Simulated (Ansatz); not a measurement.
**ZrNH₅SOF₂: geometry relaxation (part 1 of 2)**

ZrNH₅SOF₂, computed with RKS PBE0/def2-SVP (Ansatz 0.2.0).

The input holds or restrains some coordinates. It belongs to a series of runs on one base structure; here: pulled along the bonds that form and break, towards end A.

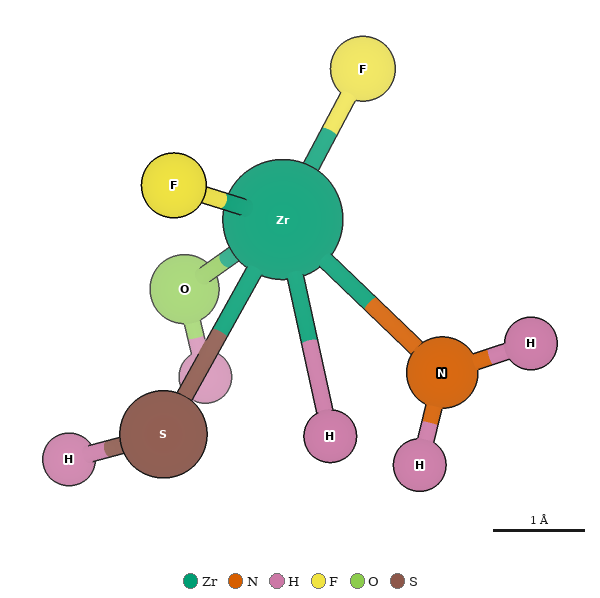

*The starting structure (ball-and-stick view, seen at a tilt). Sticks mark near contacts.*

**Results in brief**

- outcome: converged under the restraints of the input
- total energy: −21151.8688 eV
- mean-field energy: −21151.8688 eV
- largest force (length of the vector) at the end, held atoms and coordinates included: 1.714 eV/Å
- hardware: 4 threads of Intel Xeon @ 2.50GHz (Skylake/Cascade Lake), 12 GiB of memory available, shared host
- wall time: 92 s (CPU time 5.6 min)
- peak memory: 0.38 GiB

**Input file**
```yaml
crystal:
  periodic: [false, false, false]
  atoms:
    - { symbol: Zr, position_ang: [0.0, 0.0, 0.0] }
    - { symbol: "N", position_ang: [0.0, 0.0, 2.56] }
    - { symbol: H, position_ang: [-0.877, -0.2713, 3.09] }
    - { symbol: H, position_ang: [0.877, 0.2713, 3.09] }
    - { symbol: F, position_ang: [1.8671, 0.0, -0.6593] }
    - { symbol: F, position_ang: [-0.9326, 1.6157, -0.6593] }
    - { symbol: O, position_ang: [-0.975, -1.6891, -0.6893] }
    - { symbol: H, position_ang: [-1.4296, -2.1548, 0.0831] }
    - { symbol: S, position_ang: [-2.7046, 0.0086, 0.8987] }
    - { symbol: H, position_ang: [-3.4627, -0.8627, 0.1074] }
    - { symbol: H, position_ang: [-1.4058, 0.0045, 2.2245] }
basis:
  gaussian: { orbitals: def2-SVP }
hamiltonian:
  xc: pbe0
relax:
  f_tol: 0.15
  max_steps: 25
  restrain:
    - { distance: [0, 8], at: 3.75, k: 30.0 }
    - { distance: [10, 1], at: 2.26, k: 30.0 }
    - { distance: [0, 1], at: 2.21, k: 30.0 }
    - { distance: [10, 8], at: 1.4, k: 30.0 }
output:
  orbitals: {}
```

Command:
```bash
ansatz run input.yaml --threads 4 --pin off --max-ram 5120MiB --backend cpu --events-out ev --progress --plain --runs-dir out
```

**The program's output**
```
The last accepted step is kept in [file] (removed where the run ends without a failure and the disk answers)
Engine: ansatz 0.2.0, x86_64-unknown-linux-gnu
Functional definition: PBE0
  parameter a = 0.25
  parameter kappa = 0.804
  parameter beta = 0.06672455060314922
  exchange = (1 - a)*pbe_x(kappa = kappa, mu = beta*pi^2/3) + a*exact_x
  correlation = pbe_c(beta = beta)
1378 factors; integrals over basis functions are off by at most 3.2e-4 eV
mean field evaluation 1: about -21132.8231 eV, gradient 8.6e1 eV
mean field evaluation 2: about -20980.7293 eV, gradient 2.7e2 eV
mean field evaluation 4: about -21146.2042 eV, gradient 2.1e1 eV
mean field evaluation 8: about -21147.1553 eV, gradient 6.7e-1 eV
mean field evaluation 16: about -21147.1562 eV, gradient 1.7e-4 eV
mean field -21147.15621846 eV, -777.1436569710 hartree, gradient 6.0e-5 eV, S^2 0.000000; 0 other end points of the search recorded, 0 dependent functions left out
the calculation of the forces begins
reference -21147.15627946 eV, -777.1436592129 hartree; 33, 33 occupied and 97, 97 virtual orbitals, 1378 factors
relax step   1: F+E_penalty+E_count = -21147.15621846 eV  Δ(F+E_penalty+E_count) = +0.000e0 eV  max|allowed force component| = 3.210e0 eV/Å  E_restraint = 27.06210422 eV  max|allowed force component, restraints' pulls added| = 3.408e1 eV/Å  Δτ_max = 0.0000 Å  (31 SCF iters, accepted)
  distance Zr 0 - S 8 = 2.8500 Å
  distance H 10 - N 1 = 1.4453 Å
  distance Zr 0 - N 1 = 2.5600 Å
  distance H 10 - S 8 = 1.8560 Å
these checks for a lower state are left out or cut short: starts, cluster_reference, orbital_swaps, neighbouring_geometries, increment
1378 factors; integrals over basis functions are off by at most 4.3e-4 eV
mean field -21147.59773050 eV, -777.1598822393 hartree, gradient 1.0e-5 eV, S^2 0.000000; 0 other end points of the search recorded, 0 dependent functions left out
[... from here on the field's lines of each further geometry are left out, up to the last ...]
relax step   2: F+E_penalty+E_count = -21147.59773050 eV  Δ(F+E_penalty+E_count) = -4.415e-1 eV  max|allowed force component| = 5.037e0 eV/Å  E_restraint = 13.55032112 eV  max|allowed force component, restraints' pulls added| = 2.437e1 eV/Å  Δτ_max = 0.1913 Å  (40 SCF iters, accepted)
relax step   3: F+E_penalty+E_count = -21148.21166169 eV  Δ(F+E_penalty+E_count) = -6.139e-1 eV  max|allowed force component| = 6.154e0 eV/Å  E_restraint = 5.24516901 eV  max|allowed force component, restraints' pulls added| = 1.359e1 eV/Å  Δτ_max = 0.1948 Å  (32 SCF iters, accepted)
relax step   4: F+E_penalty+E_count = -21149.49875241 eV  Δ(F+E_penalty+E_count) = -1.287e0 eV  max|allowed force component| = 5.101e0 eV/Å  E_restraint = 1.09034506 eV  max|allowed force component, restraints' pulls added| = 6.481e0 eV/Å  Δτ_max = 0.1949 Å  (32 SCF iters, accepted)
relax step   5: F+E_penalty+E_count = -21150.86738179 eV  Δ(F+E_penalty+E_count) = -1.369e0 eV  max|allowed force component| = 1.989e0 eV/Å  E_restraint = 0.08086920 eV  max|allowed force component, restraints' pulls added| = 1.833e0 eV/Å  Δτ_max = 0.1937 Å  (31 SCF iters, accepted)
relax step   6: F+E_penalty+E_count = -21151.36302617 eV  Δ(F+E_penalty+E_count) = -4.956e-1 eV  max|allowed force component| = 1.597e0 eV/Å  E_restraint = 0.05470405 eV  max|allowed force component, restraints' pulls added| = 1.499e0 eV/Å  Δτ_max = 0.1946 Å  (32 SCF iters, accepted)
relax step   7: F+E_penalty+E_count = -21151.47652214 eV  Δ(F+E_penalty+E_count) = -1.135e-1 eV  max|allowed force component| = 1.564e0 eV/Å  E_restraint = 0.06213350 eV  max|allowed force component, restraints' pulls added| = 1.210e0 eV/Å  Δτ_max = 0.1940 Å  (30 SCF iters, accepted)
relax step   8: F+E_penalty+E_count = -21151.55853412 eV  Δ(F+E_penalty+E_count) = -8.201e-2 eV  max|allowed force component| = 1.551e0 eV/Å  E_restraint = 0.05865040 eV  max|allowed force component, restraints' pulls added| = 1.014e0 eV/Å  Δτ_max = 0.1953 Å  (31 SCF iters, accepted)
relax step   9: F+E_penalty+E_count = -21151.65840189 eV  Δ(F+E_penalty+E_count) = -9.987e-2 eV  max|allowed force component| = 1.604e0 eV/Å  E_restraint = 0.05777073 eV  max|allowed force component, restraints' pulls added| = 3.984e-1 eV/Å  Δτ_max = 0.2000 Å  (31 SCF iters, accepted)
relax step  10: F+E_penalty+E_count = -21151.74910445 eV  Δ(F+E_penalty+E_count) = -9.070e-2 eV  max|allowed force component| = 1.573e0 eV/Å  E_restraint = 0.05416729 eV  max|allowed force component, restraints' pulls added| = 2.609e-1 eV/Å  Δτ_max = 0.1995 Å  (31 SCF iters, accepted)
relax step  11: F+E_penalty+E_count = -21151.80425751 eV  Δ(F+E_penalty+E_count) = -5.515e-2 eV  max|allowed force component| = 1.718e0 eV/Å  E_restraint = 0.04939543 eV  max|allowed force component, restraints' pulls added| = 2.794e-1 eV/Å  Δτ_max = 0.1995 Å  (30 SCF iters, accepted)
relax step  12: F+E_penalty+E_count = -21151.83100103 eV  Δ(F+E_penalty+E_count) = -2.674e-2 eV  max|allowed force component| = 1.741e0 eV/Å  E_restraint = 0.05027862 eV  max|allowed force component, restraints' pulls added| = 3.909e-1 eV/Å  Δτ_max = 0.2000 Å  (30 SCF iters, accepted)
relax step  13: F+E_penalty+E_count = -21151.85295577 eV  Δ(F+E_penalty+E_count) = -2.195e-2 eV  max|allowed force component| = 1.659e0 eV/Å  E_restraint = 0.04957459 eV  max|allowed force component, restraints' pulls added| = 1.726e-1 eV/Å  Δτ_max = 0.1770 Å  (30 SCF iters, accepted)
relax step  14: F+E_penalty+E_count = -21151.80926614 eV  Δ(F+E_penalty+E_count) = +4.369e-2 eV  max|allowed force component| = 1.517e0 eV/Å  E_restraint = 0.04765781 eV  max|allowed force component, restraints' pulls added| = 1.243e0 eV/Å  Δτ_max = 0.1991 Å  (29 SCF iters, rejected (line search))
relax step  15: F+E_penalty+E_count = -21151.85999910 eV  Δ(F+E_penalty+E_count) = -7.043e-3 eV  max|allowed force component| = 1.646e0 eV/Å  E_restraint = 0.04906094 eV  max|allowed force component, restraints' pulls added| = 9.307e-2 eV/Å  Δτ_max = 0.0996 Å  (30 SCF iters, accepted)
relax step  16: F+E_penalty+E_count = -21151.86277794 eV  Δ(F+E_penalty+E_count) = -2.779e-3 eV  max|allowed force component| = 1.631e0 eV/Å  E_restraint = 0.04828643 eV  max|allowed force component, restraints' pulls added| = 2.621e-1 eV/Å  Δτ_max = 0.0975 Å  (30 SCF iters, accepted)
relax step  17: F+E_penalty+E_count = -21151.86475781 eV  Δ(F+E_penalty+E_count) = -1.980e-3 eV  max|allowed force component| = 1.662e0 eV/Å  E_restraint = 0.04821629 eV  max|allowed force component, restraints' pulls added| = 2.620e-1 eV/Å  Δτ_max = 0.0768 Å  (30 SCF iters, accepted)
relax step  18: F+E_penalty+E_count = -21151.86692326 eV  Δ(F+E_penalty+E_count) = -2.165e-3 eV  max|allowed force component| = 1.617e0 eV/Å  E_restraint = 0.04857064 eV  max|allowed force component, restraints' pulls added| = 1.931e-1 eV/Å  Δτ_max = 0.0742 Å  (31 SCF iters, accepted)
relax step  19: F+E_penalty+E_count = -21151.86832518 eV  Δ(F+E_penalty+E_count) = -1.402e-3 eV  max|allowed force component| = 1.620e0 eV/Å  E_restraint = 0.04900208 eV  max|allowed force component, restraints' pulls added| = 2.248e-1 eV/Å  Δτ_max = 0.0718 Å  (30 SCF iters, accepted)
the calculation of the forces begins
reference -21151.86877904 eV, -777.3168403781 hartree; 33, 33 occupied and 97, 97 virtual orbitals, 1378 factors
relax step  20: F+E_penalty+E_count = -21151.86871549 eV  Δ(F+E_penalty+E_count) = -3.903e-4 eV  max|allowed force component| = 1.693e0 eV/Å  E_restraint = 0.04799844 eV  max|allowed force component, restraints' pulls added| = 6.444e-2 eV/Å  Δτ_max = 0.0426 Å  (30 SCF iters, accepted)
  distance Zr 0 - S 8 = 3.7472 Å
  distance H 10 - N 1 = 2.2580 Å
  distance Zr 0 - N 1 = 2.1557 Å
  distance H 10 - S 8 = 1.3845 Å
1378 factors; integrals over basis functions are off by at most 6.6e-4 eV
mean field evaluation 160: about -21151.7894 eV, gradient 4.2e0 eV
```

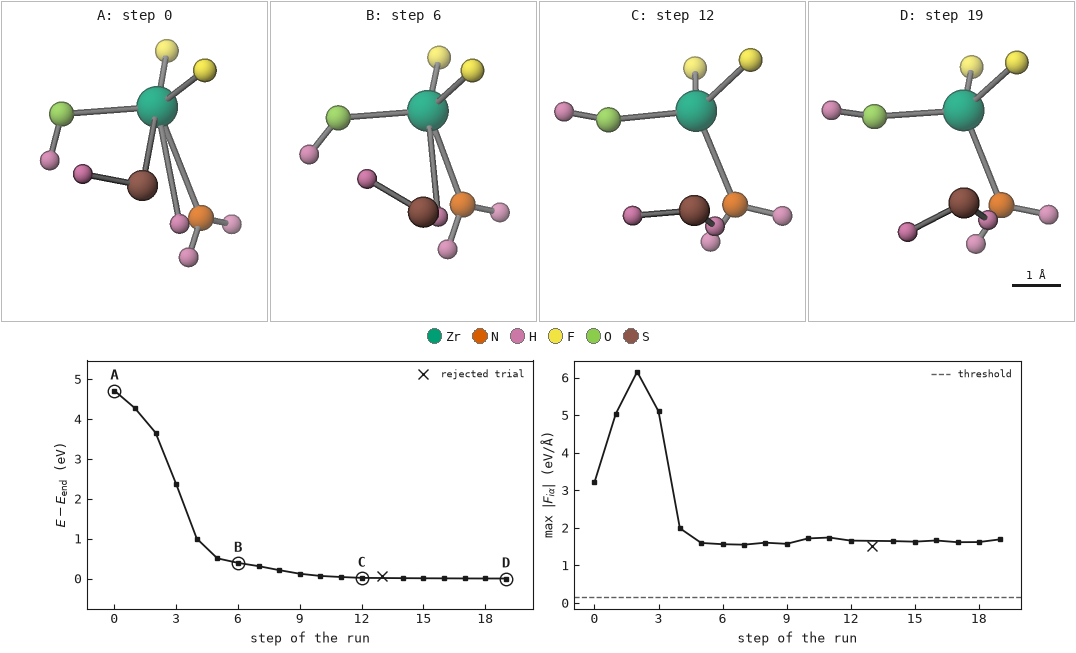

*Frames of the restrained relaxation (ball-and-stick view, seen at a tilt) above the curves, on which the letters mark them (the first geometry is step 0 here and step 1 in the log).*

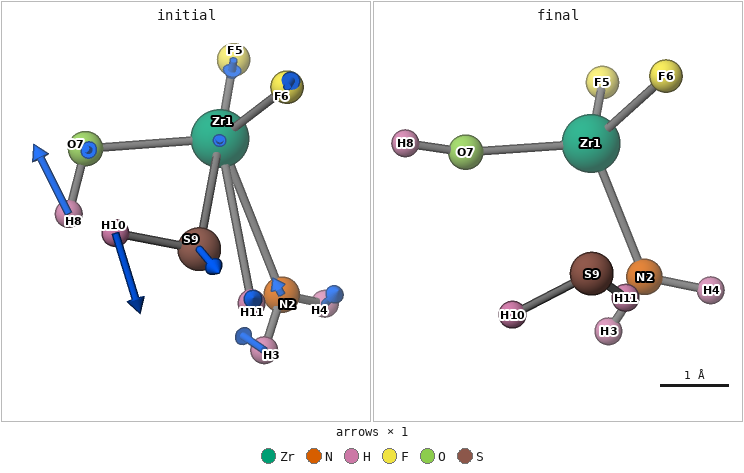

*Before (left) and after (right) the restrained relaxation, at one scale (ball-and-stick view, seen at a tilt). The blue arrows give the displacements, at true length.*

After 19 geometry steps the energy has fallen by 4.712 eV. The largest force component goes from 3.2 to 1.7 eV/Å. The line search rejected the trial step at point 13 (counted from 0) and went back. The largest move after the best rigid fit is that of H10, 1.28 Å. Largest moves by element: H 1.28 Å, S 0.84 Å, F 0.59 Å, O 0.36 Å, N 0.31 Å, Zr 0.22 Å. Among the contacts that change: Zr1–S9 2.850 → 3.747 Å, S9–H11 1.856 → 1.385 Å, Zr1–H11 2.631 → 3.069 Å, Zr1–N2 2.560 → 2.156 Å. New bonds form: S9–H11 (1.86 → 1.38 Å). Bonds break: Zr1–S9 (2.85 → 3.75 Å). Among the angles that change: Zr1–O7–H8 109.5° → 166.2°, H3–N2–H4 120.0° → 108.2°, F6–Zr1–O7 109.5° → 119.3°. (Atoms are counted from 1 in the order of the input.)

```
mean field -21151.86871549 eV, -777.3168380427 hartree, gradient 1.2e-5 eV, S^2 0.000000; 1 other end points of the search recorded, 0 dependent functions left out
the calculation of the forces begins
reference -21151.86877904 eV, -777.3168403781 hartree; 33, 33 occupied and 97, 97 virtual orbitals, 1378 factors
Total energy: -21151.86877904 eV, -777.3168403781 hartree
Atom 0 at     0.161125    -0.099457     0.101559 Å, force    -0.251009     0.077136     1.693322 eV/Å
Atom 1 at    -0.031408     0.010495     2.245823 Å, force     0.085571    -0.080904    -1.626484 eV/Å
Atom 2 at    -0.121003    -0.790986     2.867222 Å, force    -0.002296     0.002459    -0.013207 eV/Å
Atom 3 at     0.264770     0.811835     2.800611 Å, force     0.001405     0.004718    -0.005021 eV/Å
Atom 4 at     2.019345    -0.214498    -0.309916 Å, force     0.002770    -0.000108    -0.019049 eV/Å
Atom 5 at    -0.373675     1.554516    -0.686456 Å, force     0.006354    -0.000932    -0.011020 eV/Å
Atom 6 at    -0.636109    -1.723625    -0.502173 Å, force     0.005695    -0.033012    -0.020569 eV/Å
Atom 7 at    -1.072487    -2.417766    -0.997289 Å, force     0.017831     0.044178     0.014981 eV/Å
Atom 8 at    -3.394484     0.376912     1.184098 Å, force     0.455544    -0.078246     0.248446 eV/Å
Atom 9 at    -3.615662    -0.941280     1.388806 Å, force     0.015875     0.064438    -0.007183 eV/Å
Atom 10 at    -2.243612     0.356056     1.953514 Å, force    -0.337741     0.000273    -0.254217 eV/Å
Dipole moment:    -0.180666    -0.612430     0.298961 e Å
```

**Trajectory as extended XYZ (Å, eV, eV/Å), 20 frames, from step=1 to step=20**
```
11
Properties=species:S:1:pos:R:3:forces:R:3 step=1 energy=-21147.15622
Zr    0.0000    0.0000    0.0000   -2.8509  -0.6053   0.4415
N     0.0000    0.0000    2.5600   -0.6454  -0.7056  -3.2098
H    -0.8770   -0.2713    3.0900    2.3508  -0.9079   2.0447
H     0.8770    0.2713    3.0900   -2.0921   0.1969  -0.0364
F     1.8671    0.0000   -0.6593   -1.5609   0.0459   0.6756
F    -0.9326    1.6157   -0.6593    1.9654  -1.3633   0.1993
O    -0.9750   -1.6891   -0.6893    1.4671   0.8226   2.0083
H    -1.4296   -2.1548    0.0831    0.7173   0.9022  -1.6726
S    -2.7046    0.0086    0.8987    0.2747   1.0518   0.9914
H    -3.4627   -0.8627    0.1074    1.1100  -0.1895   1.1529
H    -1.4058    0.0045    2.2245   -0.7358   0.7523  -2.5949
11
Properties=species:S:1:pos:R:3:forces:R:3 step=2 energy=-21147.59773
Zr    0.1134   -0.0037    0.0225   -5.0370  -0.2420   1.3696
N     0.0784   -0.0155    2.5039   -2.0867  -0.9490  -2.2603
H    -0.8417   -0.2718    3.0850    3.2177   0.1199  -0.3620
H     0.8739    0.2769    3.0920   -0.8880   0.1917   0.1552
F     1.8711    0.0004   -0.6591    0.2405   0.0314  -0.0217
F    -0.9109    1.5979   -0.6547    2.1884  -1.8529   0.5185
O    -0.9568   -1.6763   -0.6744    1.6278   1.2891   1.9950
H    -1.4254   -2.1488    0.0726    0.6523   0.7470  -1.3242
S    -2.8184    0.0186    1.0086    0.3172   1.6013   1.0025
H    -3.4541   -0.8648    0.1179    1.3737  -0.3865   1.3212
H    -1.5728    0.0091    2.1314   -1.6059  -0.5502  -2.3937
11
Properties=species:S:1:pos:R:3:forces:R:3 step=3 energy=-21148.21166
Zr    0.1943   -0.0067    0.0569   -6.1539  -0.1202   1.9105
N     0.1604   -0.0316    2.4455   -3.1318  -0.9539  -1.5394
H    -0.7958   -0.2628    3.0629    3.6508   0.5501  -1.6396
H     0.8752    0.2791    3.0956    0.0223   0.1631   0.2073
F     1.8849    0.0007   -0.6639    1.5488   0.0368  -0.5747
F    -0.8852    1.5741   -0.6464    2.1976  -2.0102   0.7459
O    -0.9367   -1.6575   -0.6533    1.6923   1.5787   1.8602
H    -1.4192   -2.1426    0.0621    0.5377   0.5345  -0.9521
S    -2.9323    0.0441    1.0936   -0.3622   1.4997   0.7760
H    -3.4359   -0.8715    0.1344    1.6584  -0.1490   1.4626
H    -1.7530   -0.0032    2.0584   -1.6600  -1.1296  -2.2566
11
Properties=species:S:1:pos:R:3:forces:R:3 step=4 energy=-21149.49875
Zr    0.2402   -0.0155    0.1033   -5.1011  -0.1170   1.4541
N     0.2038   -0.0386    2.3772   -2.6721  -0.5964  -0.3633
H    -0.7257   -0.2493    3.0167    3.1489   0.5218  -2.0738
H     0.8761    0.2740    3.0851    0.0778  -0.0331  -0.3877
F     1.9174    0.0015   -0.6755    1.2542   0.0330  -0.4201
F    -0.8363    1.5295   -0.6259    1.8338  -1.7629   0.8284
O    -0.8980   -1.6194   -0.6147    1.4748   1.4875   1.6480
H    -1.4084   -2.1338    0.0475    0.4339   0.3624  -0.6632
S    -3.1016    0.0849    1.1811   -0.6345   0.4985   0.1934
H    -3.3947   -0.8757    0.1664    1.4696   0.4916   1.5459
H    -1.9159   -0.0352    1.9846   -1.2853  -0.8854  -1.7618
```
